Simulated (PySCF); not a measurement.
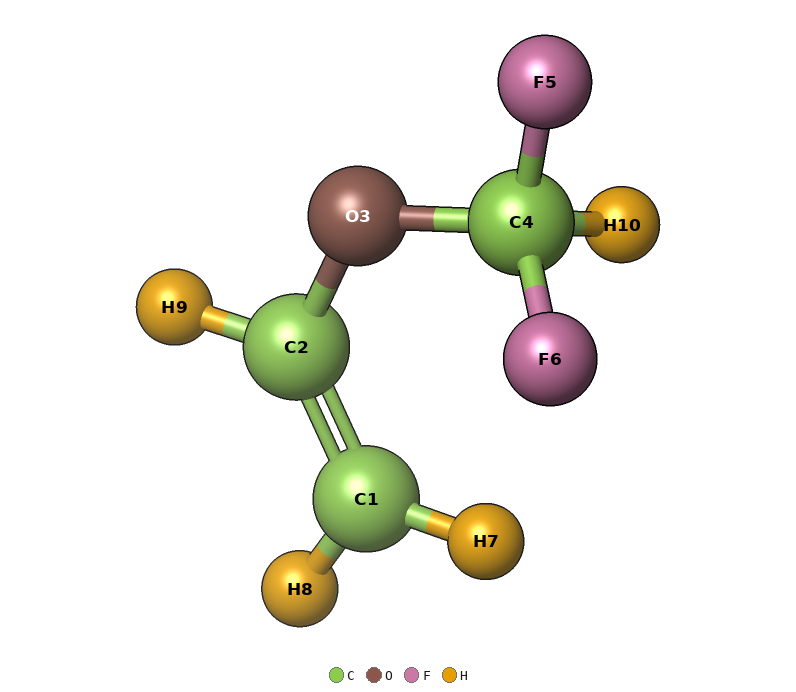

Geometry: an image of a reaction path computed with GFN2-xTB, not a minimum. Electric field gradients from the ground-state density, B3LYP/pcJ-1 (PySCF 2.14.0), non-relativistic apart from any core potentials.

Give the largest field-gradient component, the quadrupole coupling constant and the asymmetry for 17O at O3 (Q = −25.6 mb), 2H at H7 (Q = 2.86 mb), 2H at H8 (Q = 2.86 mb).

```tsv
atom	V_zz (a.u.)	e²qQ/h (MHz)	η
O3	1.849	−11.12	0.63
H7	0.325	0.219	0.09
H8	0.331	0.223	0.08
```
